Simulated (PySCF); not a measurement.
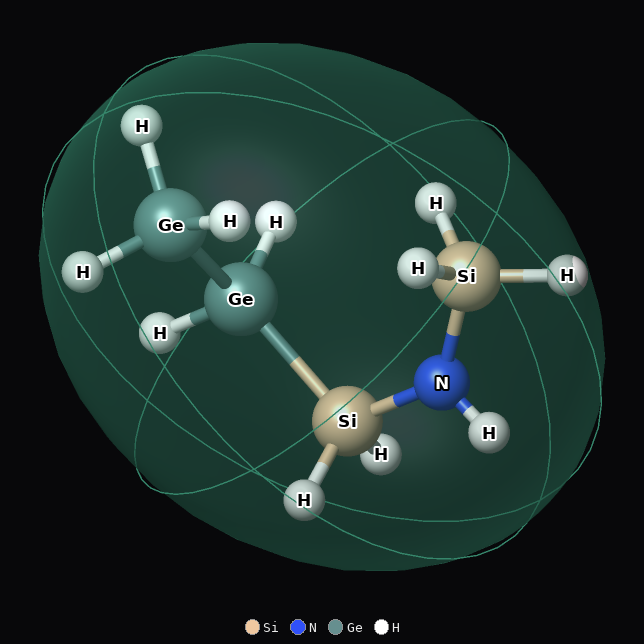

The ellipsoid shows the static dipole polarisability: its half-axes are proportional to the principal values. Computed geometry: GFN2-xTB optimisation. No frequency run is at hand to confirm it as a minimum. Computed with CAM-B3LYP/def2-SVPD (PySCF 2.14.0).

Give the principal values, the mean and the anisotropy.

Answer. Principal values 107.5, 125.1, 145.3 bohr³; mean 126.0 bohr³ (18.67 Å³); anisotropy 32.7 bohr³, so the longest axis is 1.35 times the shortest.

The geometry is semi-empirical. Around Ge, Si such bond lengths and angles can be off by a tenth of an ångström or more and by several degrees, and values that hang on the shape move with them.
